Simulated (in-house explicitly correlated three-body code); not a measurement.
Two electrons around a point charge Z = 14.428. Computed variationally in 260 exponentially correlated functions with an in-house code, non-relativistic, converged to about 10⁻⁸ of the energy. Wanted, and plotted below: the bound S and P states that converged, by term and principal number n, on a logarithmic scale of binding.

The ground state is bound by 2591 eV. The n = 2 states drawn run, from the deepest, 2 ³S (635.6 eV), 2 ³P (621.5 eV), 2 ¹S (620.1 eV), 2 ¹P (610.3 eV). Exchange puts 2 ³S below 2 ¹S by 15.4 eV and 2 ³P below 2 ¹P by 11.2 eV. Quantum defects n − (Z − 1)/√(2 E(binding)): 2 ³S 0.035, 2 ³P 0.013, 2 ¹S 0.011, 2 ¹P −0.005.

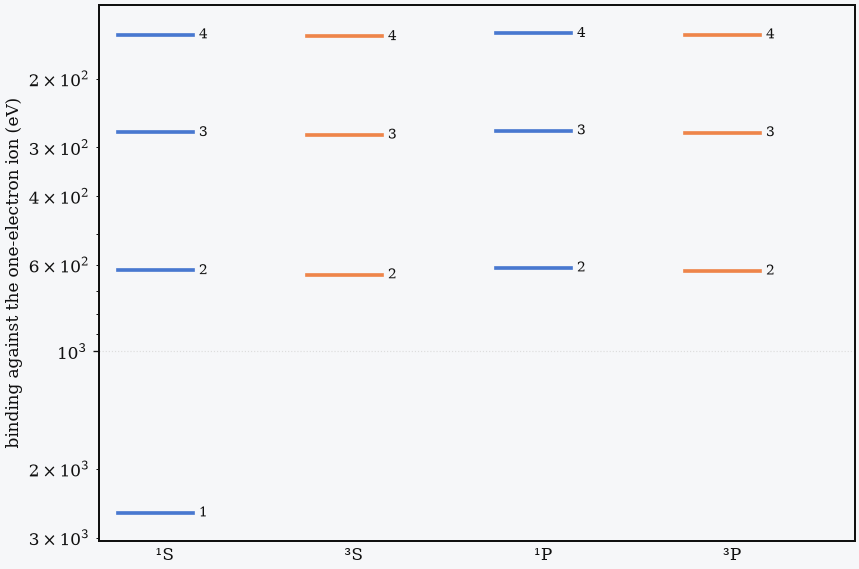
